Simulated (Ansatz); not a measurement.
# What a change does: single-point calculation on GeH₃ClO₃

System: GeH₃ClO₃.
Method of run A: RKS SPW92/def2-TZVPP (Ansatz 0.2.0).

The geometry comes from this level: PBE0-D4/def2-TZVP. Text and figures count atoms from 1; the logs count them from 0 in places.

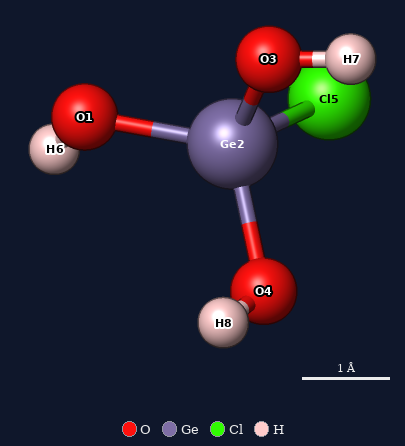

The structure as given in the input (ball-and-stick view, seen at a tilt; atoms are numbered from 1 in the order of the input). Sticks mark near contacts. Bond lengths as drawn: Cl–Ge 2.13 Å, Ge–O 1.75 to 1.76 Å and H–O 0.96 Å.

### Input file, run A
```yaml
crystal:
  periodic: [false, false, false]
  atoms:
    - {symbol: O, position_ang: [-0.914256, 1.183361, 0.837536]}
    - {symbol: Ge, position_ang: [0.079989, 0.137944, -0.149861]}
    - {symbol: O, position_ang: [1.550119, -0.008596, 0.784745]}
    - {symbol: O, position_ang: [-0.676606, -1.414878, -0.479483]}
    - {symbol: Cl, position_ang: [0.430838, 0.952002, -2.084889]}
    - {symbol: H, position_ang: [-1.715888, 1.463078, 0.387930]}
    - {symbol: H, position_ang: [2.238410, -0.488512, 0.316787]}
    - {symbol: H, position_ang: [-0.900405, -1.881300, 0.331437]}
basis:
  gaussian: {orbitals: def2-TZVPP}
hamiltonian: {xc: lda}
output: {orbitals: {seedname: orbitals}}
```

Hardware: 4 CPU threads, shared host.

### Output (run A)
```
Functional definition: SPW92
  exchange = slater_x
  correlation = pw_c
1282 factors; their error is unknown
mean field evaluation 1: about -75050.3375 eV, gradient 1.1e2 eV
mean field evaluation 2: about -74969.6704 eV, gradient 2.3e2 eV
mean field evaluation 4: about -75066.6999 eV, gradient 2.2e1 eV
mean field evaluation 8: about -75067.5656 eV, gradient 1.2e-1 eV
mean field evaluation 16: about -75067.5492 eV, gradient 2.1e-4 eV
mean field -75067.54918169 eV, -2758.6815498149 hartree, gradient 2.6e-5 eV, S^2 0.000000; 0 other end points of the search recorded, 0 dependent functions left out
reference -75067.54921489 eV, -2758.6815510349 hartree; 38, 38 occupied and 187, 187 virtual orbitals, 1282 factors
Total energy: -75067.54921489 eV, -2758.6815510349 hartree
```

The input of run B differs as follows (lines with − go, lines with + come):
```diff
-hamiltonian: {xc: lda}
+hamiltonian: {xc: {name: wB97X-V}}
```

Predict how the results change.

The total energies belong to different methods, so their difference says nothing on which is more stable or more accurate. The HOMO goes from −7.71 to −11.78 eV. The LUMO goes from −1.93 to 1.48 eV.

### Output (run B)
```
Functional definition: wB97X-V
  parameter omega = 0.3/bohr
  parameter cx = 0.167
  parameter cx1 = 0.603
  parameter cx2 = 1.194
  parameter css0 = 0.556
  parameter css1 = -0.257
  parameter cos0 = 1.219
  parameter cos1 = -1.850
  parameter b = 6.0
  parameter c = 0.01
  exchange = spin_sum(e_x_unif_sr(omega)*poly(b97_u_x, 1 - cx, cx1, cx2)) + cx*exact_x_sr(omega) + exact_x_lr(omega)
  correlation = spin_sum(e_c_pw_same_spin*poly(b97_u_same, css0, css1))
      + integral(e_c_pw_opposite_spin*poly(b97_u_opposite, cos0, cos1)) + vv10(b, c)
1329 factors; their error is unknown
243 factors; integrals over basis functions are off by at most 3.4e-5 eV
mean field evaluation 1: about -75219.1781 eV, gradient 7.8e1 eV
mean field evaluation 2: about -75216.8618 eV, gradient 9.0e1 eV
mean field evaluation 4: about -75228.4406 eV, gradient 2.1e0 eV
mean field evaluation 8: about -75228.4486 eV, gradient 5.7e-2 eV
mean field evaluation 16: about -75228.6506 eV, gradient 7.4e-5 eV
mean field -75228.65061817 eV, -2764.6019184069 hartree, gradient 7.4e-5 eV, S^2 0.000000; 0 other end points of the search recorded, 0 dependent functions left out
reference -75228.65061654 eV, -2764.6019183471 hartree; 38, 38 occupied and 187, 187 virtual orbitals, 1329 factors
Total energy: -75228.65061654 eV, -2764.6019183471 hartree
```

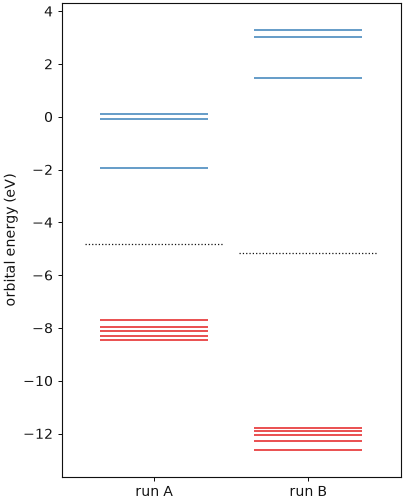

The five highest filled and three lowest empty orbital energies of the two runs; the dotted lines part filled from empty levels. The HOMO–LUMO gap is 5.79 eV in run A and 13.26 eV in run B.

### The two runs side by side

| quantity | run A | run B |
| --- | --- | --- |
| outcome | converged | converged |
| total energy (hartree) | −2758.681551 | −2764.601918 |
| HOMO (eV) | −7.71 | −11.78 |
| LUMO (eV) | −1.93 | 1.48 |
| basis functions | 225 | 225 |
| wall time (shared host) | 1 s | 4.5 s |
